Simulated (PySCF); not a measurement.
**EPR calculation of CH$_{3}$ClFSi**

- system: CH$_{3}$ClFSi, multiplicity 2, SMILES C[Si](F)Cl
- method: UKS B3LYP, IGLO-III on C Cl F Si, pcH-1 on H, non-relativistic, mean-field spin-orbit, GIAO (PySCF 2.14.0)

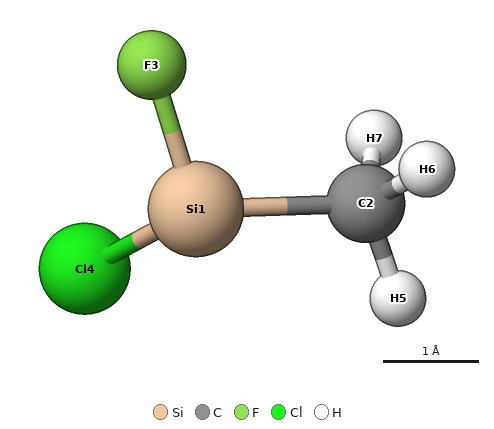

Figure 1. The structure as given in the input (ball-and-stick view, seen at a tilt; atoms are numbered from 1 in the order of the input).

### Results in brief

- outcome: converged
- total energy: −889.644918 hartree
- ⟨S²⟩: 0.751
- isotropic g: 2.0027
- hardware: 1 CPU thread, shared host
- wall time: 22 s
- peak memory: 0.62 GiB

### The input
```
{"job": {"kind": "epr"}, "charge": 0, "multiplicity": 2}
Si     0.233428    -0.077523     1.064424
C      0.253409    -0.178018    -0.801798
F      0.418163     1.483830     1.487456
Cl    -1.623277    -0.684203     1.755793
H      0.078887    -1.212620    -1.130991
H      1.218341     0.168469    -1.200224
H     -0.549499     0.464080    -1.199342
```

The first line tells a small driver script what to run in PySCF; the rest is the geometry in Å.

Launch command:
```bash
OMP_NUM_THREADS=1 python <driver script> task.json out
```

### Log
```
UKS, coarse grid
  cycle   1  E = -889.55376937  |g| = 5.03e-01
  cycle   2  E = -889.40331951  |g| = 8.62e-01
  cycle   3  E = -889.64086379  |g| = 9.90e-02
  cycle   4  E = -889.64410326  |g| = 4.32e-02
  cycle   5  E = -889.64486194  |g| = 5.29e-03
  cycle   6  E = -889.64487536  |g| = 2.77e-03
  cycle   7  E = -889.64487950  |g| = 4.73e-04
UKS, final grid
  cycle   1  E = -889.64491782  |g| = 5.06e-04
  cycle   2  E = -889.64491773  |g| = 6.78e-04
  cycle   3  E = -889.64491795  |g| = 3.46e-05
  cycle   4  E = -889.64491795  |g| = 2.56e-05
E = -889.64491795 Eh   <S^2> = 0.7515 (exact 0.7500)
g shifts (ppm)      1          2          3
  rmc          -196       -196       -196
  gc             73         36        100
  oz_so       -2122       -144       3712
  total       -2245       -304       3616
hyperfine (MHz)  atom isotope    a_iso     a_fc   dipolar eigenvalues
    0  29Si    -875.68    -876.76   -135.38     67.23     68.15
    1   13C      89.67      89.66    -10.63    -10.02     20.65
    2   19F     204.10     202.34   -114.41   -109.28    223.69
    3  35Cl      28.00      27.67    -19.81    -19.29     39.10
    4    1H      -7.97      -7.98     -6.48     -2.25      8.73
    5    1H      -7.27      -7.26     -6.63     -2.56      9.19
    6    1H      39.74      39.74     -6.02     -0.35      6.37
```

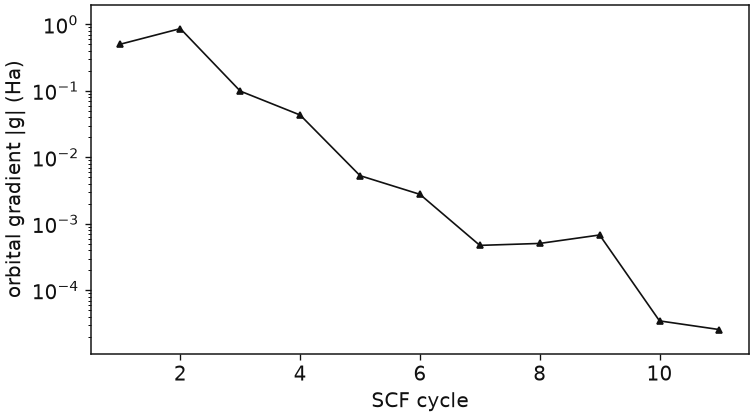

Figure 2. Convergence of the self-consistent field: orbital gradient |g| against the SCF cycle. All cycles printed in the log are drawn one after another.

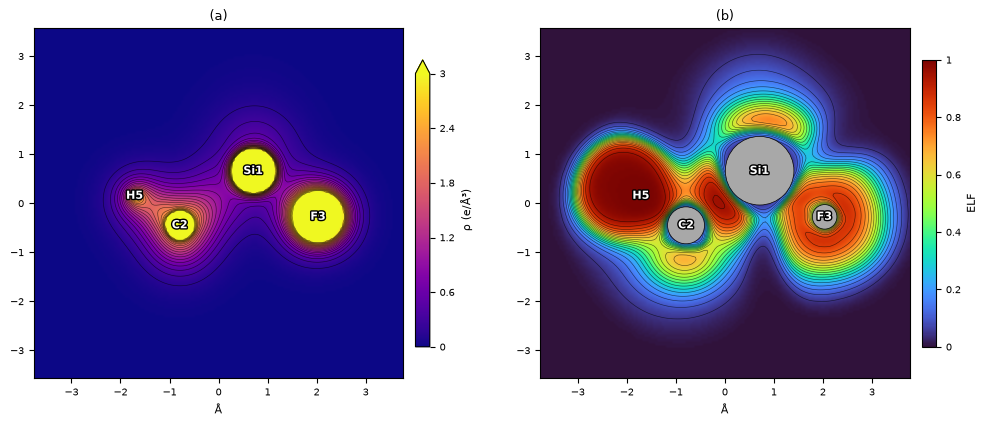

Figure 3. (a) electron density; (b) ELF on the plane of atoms Si1, C2 and H5. Grey discs, where drawn, cover atomic cores. Si–F (1.63 Å): ρ at the midpoint is about 1 e/Å³; the ELF peaks at about 0.85 between the atoms. C–Si (1.87 Å): ρ at the midpoint is about 0.96 e/Å³; the ELF peaks at about 0.95 between the atoms (localised, shared-pair bonding).

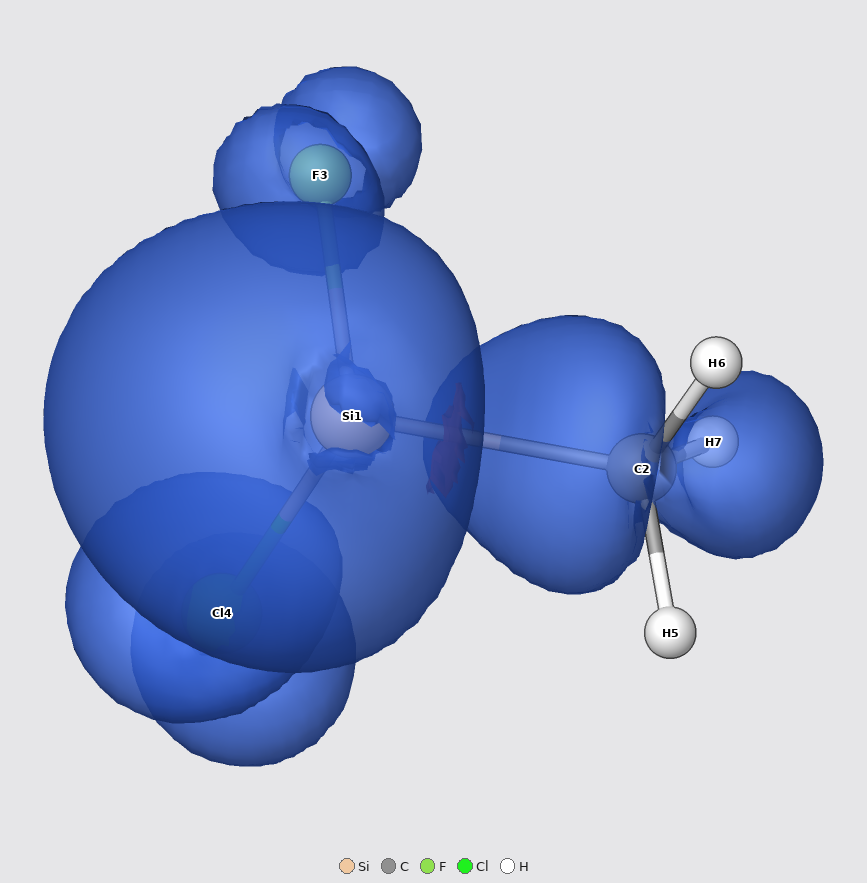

Figure 4. Isosurfaces of the spin density (α minus β) at +0.01 (blue) and −0.01 e/Å³ (red), seen at a tilt. The unpaired spin (1 electron) lies mostly on Si1 (about 0.7), Cl4 (about 0.1) and C2 (about 0.1), in electrons by Hirshfeld's partition.
